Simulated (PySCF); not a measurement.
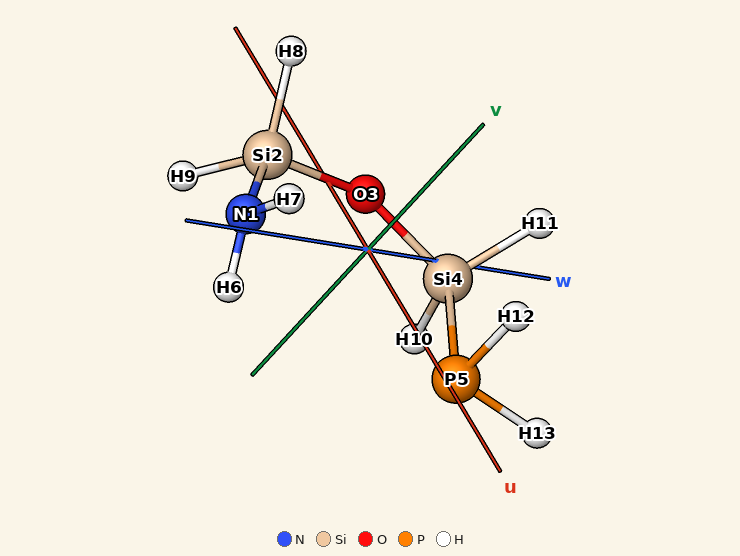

The lines u, v and w are the principal axes of the static dipole polarisability. Computed geometry: GFN2-xTB optimisation. No frequency run is at hand to confirm it as a minimum. Method: PBE0/def2-SVPD (PySCF 2.14.0).

Along which axis is the molecule most polarisable, and along which least?

Answer. Most along u, least along v.

Give the three principal values.

Answer. u 98.2, v 77.0, w 92.0 bohr³; mean 89.1, anisotropy 18.8 bohr³.

The geometry is semi-empirical. Around P, Si such bond lengths and angles can be off by a tenth of an ångström or more and by several degrees, and values that hang on the shape move with them.
